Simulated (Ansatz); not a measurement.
# Sb (honeycomb bilayer): converging the G0W0 gap

How do accuracy and time trade against each other in G0W0 on Sb (honeycomb bilayer)?

Method: G0W0 on PBEsol, plane waves, PAW; PAW set soft_1, in Ansatz 0.2.0.

## (1) Set-up

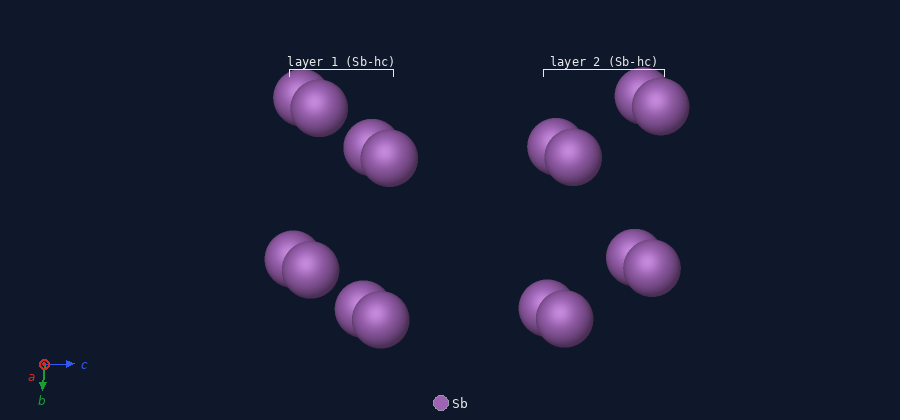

The cell as given, from the side, with the c axis across the page (antimony purple). 2×2×1 cells are drawn.

The cell holds 4 atoms: 4 Sb. Its edges and angles: a = 4.010 Å, b = 4.010 Å, c = 37.400 Å, α = 90.0°, β = 90.0°, γ = 120.0°. Regions: layer 1 (Sb-hc), 2 atoms (2 Sb); layer 2 (Sb-hc), 2 atoms (2 Sb). Vacuum lies along c.

The structure was relaxed with PBEsol-D3(BJ). The runs that relaxed it are not among those shown. Spin-orbit coupling is left out unless a step names it. The Coulomb interaction is cut off across the vacuum.

## (2) 310 empty bands, screening to 41 eV

G0W0 replaces the xc potential by the self-energy, built once from these orbitals. Only a window of levels is corrected, while the sums run over the empty bands that the input names. This step takes PAW set soft_1 files.

Input file input.yaml:

```yaml
crystal:
  lattice:
    - [4.0103421423, 0.0, 0.0]
    - [-2.0051710711, 3.4730581731, 0.0]
    - [0.0, 0.0, 37.4]
  atoms:
    - { symbol: Sb, position: [0.3333333333, 0.6666666667, 0.4487071665] }
    - { symbol: Sb, position: [0.6666666667, 0.3333333333, 0.4047697972] }
    - { symbol: Sb, position: [0.6666666667, 0.3333333333, 0.5952302028] }
    - { symbol: Sb, position: [0.3333333333, 0.6666666667, 0.5512928335] }
  periodic: [true, true, false]
kpoints:
  mp_grid: { grid: [6, 6, 1] }
hamiltonian:
  xc: pbesol
  pseudopotentials: { kind: paw, azcp: { folder: soft_1 }, xc_functional: pbe }
scf:
  occupations: { method: fixed }
gw:
  n_empty_bands: 310
  ecut_chi: 41
  qp_bands: [v2, c2]
  qp_kpoints: band_edges
  screening: { model: contour_deformation }
```

The run is started by

```console
$ ansatz run input.yaml --threads 4 --pin off --max-ram 17510MiB --backend cpu --events-out ev --progress --plain --runs-dir out
```

Numbers of over 12 decimals in the logs are rounded to 6 here.

The log of the run:

```text
Engine: ansatz 0.2.0, aarch64-unknown-linux-gnu
Pseudopotentials: kind: paw
Pseudopotential: Sb, paw, valence charge 15, recommended cutoff 420 eV (normal), soft_1/Sb.paw.azcp
Functional definition: PBEsol
  exchange = pbesol_x
  correlation = pbesol_c
Crystal: 4 atoms, lattice volume = 520.913 Å³
Basis set: ecut = 420 eV, 10229 PW (Γ)
Bands: 36, of which v1, the nominal top of the filled ones, is band 30 counted from 1 (29 counted from 0)
Symmetry: 12 space group operations
Space group: P-6m2 (ITA 187), of the structure as read, at distance tolerance 8.0e-5 Å
k-points: 7 of 36 (time reversal used)
Non-local potential: Sb, projectors of the file, l = 0: 2, l = 1: 2, l = 2: 2, l = 3: 1
PAW form: soft (Blöchl's): semilocal exchange-correlation on the pseudo side does not see the compensation charge
PAW frozen core: Sb, regenerated for the run's functional, and the local potential with it (the file was generated under x = pbe(κ = 0.804, μ = 0.219515), c = pbe(β = 0.066725))
PAW one-centre angular grid: Sb, 590 points (default); XC on 64 Gauss nodes
Initial density: superposition of atomic densities (neutral atoms: chi_scale 0, normalization atom)
Initial wavefunctions: pseudopotential atomic-orbital guess
Functional: x = pbesol(κ = 0.804, μ = 0.123457), c = pbesol(β = 0.046)
iter 1 solved again at ethr=8.49e-4 eV; its pass at ethr=3.10e-3 eV (dr2=5.09e-1 eV) is discarded
SCF iter   1: F=—  HF=-25631.977136 eV  |F-HF|=—  |Δ(HF+E_count)|=         —  Δρ=9.45e-3  dr2=5.15e-1  ethr=8.49e-4  ⟨swp⟩=2.1  Hψ=1421  notcnv=0  defer=25
preconditioner: auto → Resta (q_TF=auto, 1.903 Å⁻¹)  ε∞=1.9  [insulator: Δε(μ)=0.852 eV  Ē_g=7.549 eV  n_scr=64 (ndim 8)  ℏωp=7.3 eV  f_vac=0.693  ε∞_Penn≈1.9  vacuum switching on, ρ_ref=4.1e-3 e/Å³]
SCF iter   2: F=—  HF=-25631.885032 eV  |F-HF|=—  |Δ(HF+E_count)|=   9.21e-2  Δρ=4.99e-3  dr2=1.34e-1  ethr=8.49e-4  ⟨swp⟩=2.3  Hψ=298  notcnv=0  defer=27
SCF iter   3: F=—  HF=-25631.872546 eV  |F-HF|=—  |Δ(HF+E_count)|=   1.25e-2  Δρ=1.27e-3  dr2=9.21e-2  ethr=2.23e-4  ⟨swp⟩=4.4  Hψ=469  notcnv=0  defer=28
SCF iter   4: F=—  HF=-25631.863345 eV  |F-HF|=—  |Δ(HF+E_count)|=   9.20e-3  Δρ=5.94e-4  dr2=3.96e-3  ethr=1.53e-4  ⟨swp⟩=3.3  Hψ=316  notcnv=0  defer=28
SCF iter   5: F=—  HF=-25631.863339 eV  |F-HF|=—  |Δ(HF+E_count)|=   6.22e-6  Δρ=1.42e-4  dr2=1.22e-4  ethr=6.60e-6  ⟨swp⟩=3.3  Hψ=381  notcnv=0  defer=28
SCF iter   6: F=—  HF=-25631.863435 eV  |F-HF|=—  |Δ(HF+E_count)|=   9.66e-5  Δρ=3.21e-5  dr2=1.12e-5  ethr=2.03e-7  ⟨swp⟩=3.9  Hψ=538  notcnv=0  defer=28
SCF iter   7: F=—  HF=-25631.863449 eV  |F-HF|=—  |Δ(HF+E_count)|=   1.38e-5  Δρ=8.81e-6  dr2=5.47e-7  ethr=1.87e-8  ⟨swp⟩=2.4  Hψ=339  notcnv=0  defer=28
SCF iter   8: F=-25631.863450 eV  HF=-25631.863450 eV  |F-HF|=6.00e-10  |Δ(HF+E_count)|=   1.44e-6  Δρ=1.92e-6  dr2=2.32e-8  ethr=1.67e-10  ⟨swp⟩=17.1  Hψ=1478  notcnv=0
SCF 1 converged in 8 iterations: F = -25631.863450 eV  dr2 = 2.32e-8
  greatest PAW one-centre occupation: 0.996 electrons in one spin orbital (limit 2), on the Sb atom at site 1 (counted from 0), in its partial waves of l = 2
NSCF: frozen V_eff on 7 k-points
G₀W₀ screening: q 1/7
[... further progress lines ...]
SCF converged after 8 iterations
Free energy (F): -25631.863450 eV
Harris-Foulkes:  -25631.863450 eV  (|F-HF|=6.00e-10)
Internal energy: -25631.863450 eV  (E = F + TS)
E sigma→0 (E₀):  -25631.863450 eV
Fermi energy:    -4.658253 eV
--- Per-component energies (eV) ---
  E_band       = -1518.215450
  E_kinetic    = 652.881429
  E_local      = -148149.555796  (includes V_loc(G=0)·N_el)
  E_nonlocal   = 1565.992583
  E_hartree    = 73101.862171
  E_xc         = -391.781881
  E_vxc        = -361.578404  (∫ρ·V_xc dr)
  E_paw        = -17871.072651  (= ΣΔE_a)
  E_vpaw       = -1429.664828  (= ΣTr[D̂ρ^β])
  E_aug_tail   = 0.000524  (compensation charges beyond the density's cutoff)
  E_ewald      = 65458.482750
  E_core_change = 1.327420  (= ΣΔE_core)
  E_smearing   = -0.000000  (= −TS)
  E_closure    = -0.000000  (closes the sum)
  Σ components = -25631.863450   (vs F -25631.863450, Δ=0.00e0)
--- Band table (eV; the first three rows and the last of 7) ---
  k-point 0: bands = [... 26 lower, -4.7326, -4.7326, -4.6583, -4.6583, -3.0935, -2.6087, -1.9601, -1.9601, ... 2 higher]
  k-point 1: bands = [... 26 lower, -6.0811, -5.3448, -5.2712, -4.8382, -3.1265, -2.8017, -1.4911 (-1.4911°), -1.4347 (-1.4347°), ... 2 higher]
  k-point 2: bands = [... 26 lower, -6.1974, -6.1415, -6.0684, -5.3930, -3.9511, -3.2321, -2.0863, -1.3666, ... 2 higher]
  k-point 6: bands = [... 26 lower, -7.3254, -6.8900, -6.6992, -6.3365, -3.8610, -3.2822, -1.7861, -1.7309, ... 2 higher]
  ° read free of the cell's end (the report's vacuum.weakly_bound_levels)
--- G₀W₀: contour deformation, 7 samples at zero and on the imaginary axis and 1 off it, 36 q-points, 310 empty bands' worth ---
  eigenvalues of the whole cell's RPA ε∞ on this k-mesh (on a slab, of 1 + 4πα/V) = 1.2397, 6.1195, 6.1195; static W/v taken at q = 0 is 0.339638
  gw.qp_kpoints: band_edges: 6 of 7 stored k-points solved, in 1 pass; an edge of the gap read off the rows below is read off those points alone
    valence top: of the k-points left out ik 5 came nearest to being solved in a further pass, in band 30 (counted from 1, as in the quasiparticle table): it holds the edge there only if its correction is more favourable than any solved in that band by at least 1.135 eV; those differ by 0.190 eV
    conduction bottom: of the k-points left out ik 5 came nearest to being solved in a further pass, in band 31 (counted from 1, as in the quasiparticle table): it holds the edge there only if its correction is more favourable than any solved in that band by at least 0.624 eV; those differ by 0.364 eV
    ik  band        ε_KS         Σx   Σc(E_QP)       V_xc       Z   E_QP_lin       E_QP  E_QP is
     0    29     -4.6583   -14.9921     0.8920   -14.1632  0.7376    -4.5952    -4.5951  root
     0    30     -4.6583   -14.9921     0.8920   -14.1632  0.7376    -4.5952    -4.5951  root
     0    31     -3.0935    -9.3185    -3.1940   -13.2528  0.7501    -2.3340    -2.3532  root
     0    32     -2.6087    -9.5011    -3.4187   -13.6977  0.7408    -1.8073    -1.8307  root
     1    29     -5.2712   -14.7929     1.0810   -13.7173  0.7307    -5.2659    -5.2659  root
     1    30     -4.8382   -13.3968     0.9681   -12.3211  0.7289    -4.9460    -4.9457  root
     1    31     -3.1265    -8.5425    -3.0649   -12.1983  0.7366    -2.5241    -2.5356  root
     1    32     -2.8017    -8.5374    -3.1992   -12.3479  0.7321    -2.1761    -2.1903  root
     2    29     -6.0684   -14.8154     1.4342   -13.3199  0.7195    -6.1295    -6.1297  root
     2    30     -5.3930   -13.9896     1.0258   -12.9174  0.7242    -5.4394    -5.4394  root
     2    31     -3.9511    -7.6252    -2.7761   -10.8350  0.7461    -3.5122    -3.5174  root
     2    32     -3.2321    -8.0758    -2.9589   -11.5287  0.7365    -2.7283    -2.7381  root
     3    29     -6.3728   -14.8503     1.5749   -13.1921  0.7152    -6.4563    -6.4561  root
     3    30     -6.1804   -13.7205     1.3566   -12.2373  0.7062    -6.3073    -6.3069  root
     3    31     -3.4272    -8.0047    -3.0590   -11.5763  0.7436    -2.9059    -2.9146  root
     3    32     -3.0592    -6.8960    -3.0142   -10.2811  0.7358    -2.6839    -2.6884  root
     4    29     -5.9554   -13.5491     1.4674   -11.8936  0.7024    -6.1446    -6.1435  root
     4    30     -4.9423   -14.0818     1.0015   -13.0262  0.7282    -4.9965    -4.9963  root
     4    31     -2.9538    -7.8592    -3.0004   -11.3450  0.7360    -2.4603    -2.4684  root
     4    32     -2.2891    -7.9831    -3.2127   -11.7331  0.7245    -1.7386    -1.7519  root
     6    29     -6.6992   -14.4415     1.7966   -12.4992  0.6890    -6.8455    -6.8448  root
     6    30     -6.3365   -14.4058     1.4709   -12.8470  0.7101    -6.4247    -6.4244  root
     6    31     -3.8610    -6.8157    -2.8660   -10.0578  0.7408    -3.4809    -3.4849  root
     6    32     -3.2822    -7.2479    -3.0494   -10.7493  0.7304    -2.8231    -2.8303  root
```

It took 2.8 min on 4 threads of Arm Neoverse V2, shared host; peak memory 3.9 GiB; 11 min of CPU time.

The column dr2 measures how far the density is from self-consistency, as an energy; F and HF (Harris–Foulkes) agree once it is small.

Numbers from this step:

* bands summed: 340
* plane waves in the screening matrix: 303
* q-points in the mesh: 36
* G0W0 gap on the mesh: 1.078 eV
* k of the valence top: 0, 0, 0
* k of the conduction bottom: 0, 0.3333, 0
* starting gap on the mesh: 0.7071 eV
* Z at the valence top: 0.7376
* Z at the conduction bottom: 0.7461
* least direct G0W0 gap on the computed points: 1.922 eV

The gap on the mesh goes from 0.71 eV to 1.08 eV, a correction of +0.37 eV. Between the two edge states, bare exchange in place of the xc potential would open the gap by 4.04 eV, and correlation takes back 3.67 eV.

## (3) 768 empty bands, screening to 75 eV

Another rung: the empty bands reach about as high as the screening cutoff, so the two stay in balance.

input.yaml, as its differences from that of step 2:

```diff
@@ -18,5 +18,6 @@
   occupations: { method: fixed }
+  convergence: { dr2_threshold: 1.0e-10 }
 gw:
-  n_empty_bands: 310
-  ecut_chi: 41
+  n_empty_bands: 768
+  ecut_chi: 75.0
   qp_bands: [v2, c2]
```

The log of the run:

```text
[...]
Crystal: 4 atoms, lattice volume = 520.913 Å³
Basis set: ecut = 420 eV, 10229 PW (Γ)
Bands: 36, of which v1, the nominal top of the filled ones, is band 30 counted from 1 (29 counted from 0)
Symmetry: 12 space group operations
[...]
k-points: 7 of 36 (time reversal used)
[...]
SCF iter  11: F=-25631.863450 eV  HF=-25631.863450 eV  |F-HF|=6.91e-11  |Δ(HF+E_count)|=  2.58e-10  Δρ=4.59e-8  dr2=2.70e-11  ethr=1.00e-12  ⟨swp⟩=16.9  Hψ=1383  notcnv=0
SCF 1 converged in 11 iterations: F = -25631.863450 eV  dr2 = 2.70e-11
[...]
NSCF: frozen V_eff on 7 k-points
G₀W₀ screening: q 1/7
[... further progress lines ...]
SCF converged after 11 iterations
Free energy (F): -25631.863450 eV
[...]
Internal energy: -25631.863450 eV  (E = F + TS)
E sigma→0 (E₀):  -25631.863450 eV
Fermi energy:    -4.658082 eV
[...]
--- Band table (eV; the first three rows and the last of 7) ---
  k-point 0: bands = [... 26 lower, -4.7325, -4.7325, -4.6581, -4.6581, -3.0933, -2.6085, -1.9600, -1.9600, ... 2 higher]
  k-point 1: bands = [... 26 lower, -6.0810, -5.3447, -5.2711, -4.8380, -3.1263, -2.8015, -1.4909 (-1.4909°), -1.4345 (-1.4345°), ... 2 higher]
  k-point 2: bands = [... 26 lower, -6.1973, -6.1413, -6.0682, -5.3929, -3.9509, -3.2319, -2.0861, -1.3665, ... 2 higher]
  k-point 6: bands = [... 26 lower, -7.3253, -6.8898, -6.6991, -6.3364, -3.8608, -3.2821, -1.7859, -1.7308, ... 2 higher]
  ° read free of the cell's end (the report's vacuum.weakly_bound_levels)
[...]
0    29     -4.6581   -14.9921     0.5285   -14.1632  0.7335    -4.9608    -4.9585  root
     0    30     -4.6581   -14.9921     0.5285   -14.1632  0.7335    -4.9608    -4.9585  root
     0    31     -3.0933    -9.3185    -3.4766   -13.2528  0.7488    -2.6292    -2.6356  root
     0    32     -2.6085    -9.5010    -3.7043   -13.6977  0.7391    -2.1087    -2.1162  root
     1    29     -5.2711   -14.7929     0.7463   -13.7173  0.7272    -5.6038    -5.6003  root
     1    30     -4.8380   -13.3968     0.6854   -12.3211  0.7259    -5.2327    -5.2282  root
     1    31     -3.1263    -8.5425    -3.3052   -12.1983  0.7346    -2.7722    -2.7758  root
     1    32     -2.8015    -8.5373    -3.4418   -12.3479  0.7304    -2.4277    -2.4328  root
[...]
6    29     -6.6991   -14.4415     1.5382   -12.4992  0.6884    -7.1107    -7.1031  root
     6    30     -6.3364   -14.4058     1.1920   -12.8470  0.7078    -6.7076    -6.7032  root
     6    31     -3.8608    -6.8158    -3.0278   -10.0578  0.7397    -3.6454    -3.6466  root
     6    32     -3.2821    -7.2479    -3.2336   -10.7493  0.7285    -3.0122    -3.0143  root
```

It took 18 min on 4 threads; peak memory 11 GiB.

This step gave:

```
bands summed                                 : 798
plane waves in the screening matrix          : 755
q-points in the mesh                         : 36
G0W0 gap on the mesh                         : 1.248 eV
k of the valence top                         : 0, 0, 0
k of the conduction bottom                   : 0, 0.3333, 0
starting gap on the mesh                     : 0.7072 eV
Z at the valence top                         : 0.7335
Z at the conduction bottom                   : 0.7448
least direct G0W0 gap on the computed points : 2.022 eV
```

Against the run with 6×6×1 mesh, 310 empty bands, screening to 41 eV, PAW set soft_1 files, the gap moves by +0.17 eV.

## (4) Convergence and cost

Times are wall times on 4 threads of Arm Neoverse V2, shared host, good to a factor of about two.

```tsv
mesh	files	frequency	bands summed	cutoff (eV)	start (eV)	G0W0 (eV)	time	host memory (GiB)
6×6×1	PAW set soft_1	contour deformation	340	41	0.707	1.078	2.8 min	3.9
6×6×1	PAW set soft_1	contour deformation	798	75	0.707	1.248	18 min	11
```

The parts of the quasiparticle energy at the two band edges (eV; QP = start + Σx + Σc − Vxc):

```tsv
run	edge	start	Σx	Σc	Vxc	Z	QP
340 bands	valence top	-4.66	-14.99	0.89	-14.16	0.74	-4.60
340 bands	conduction bottom	-3.95	-7.63	-2.78	-10.84	0.75	-3.52
798 bands	valence top	-4.66	-14.99	0.53	-14.16	0.73	-4.96
798 bands	conduction bottom	-3.95	-7.63	-2.97	-10.84	0.74	-3.71
```

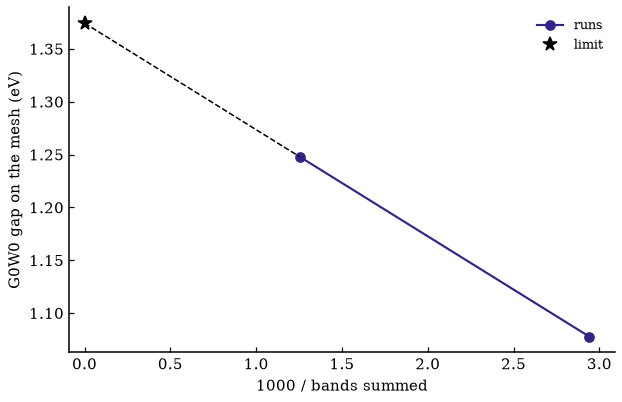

The gap against one over the number of bands; the dashed line carries the two highest rungs to the limit.

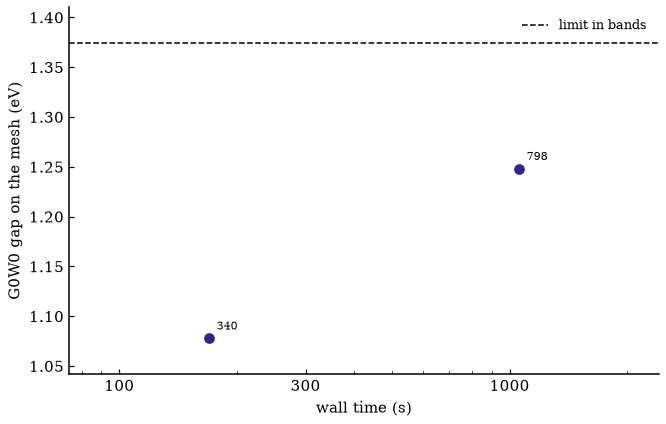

Result against wall time.

## (5) Results

```yaml
340_bands_41_ev: 1.078 eV
798_bands_75_ev: 1.248 eV
estimated_limit_in_bands_and_cutoff: 1.37 eV
mesh_and_start: 6×6×1, PBEsol
```

What this shows: A line in one over the bands through the two rungs gives 1.37 eV, +0.13 eV from the top rung; with two points alone it is an unchecked estimate. The rungs stand 0.30 eV (340 bands) and 0.13 eV (798 bands) from it. From 340 to 798 bands the gap moves by +0.17 eV while the time grows 6.2-fold. Σc changes by −0.36 eV at the valence top and −0.19 eV at the conduction bottom, so both edges matter. The mesh in the plane is coarse for a sheet; gap and any exciton binding can still move on denser ones. The many-body steps are scalar-relativistic: spin-orbit coupling is not in them.

[Paths, hosts, dates, memory and timing lines, banners, echoed tables and standing remarks are left out of the program output.]

[Logs are printed without paths, hosts, clocks, repeated set-up lines and the standing remarks that a program may print on its own settings, such as how far it seeks lower states.]

[Runs of the session that timed out or met a known fault of the program may be left out.]

[Cells called generated may have been cut or substituted from an entry of the Crystallography Open Database or the Materials Project.]

[Hosts, paths, dates, database ids (printed as entryN), source tags and the programs' standing remarks are cut or masked in the printed files.]
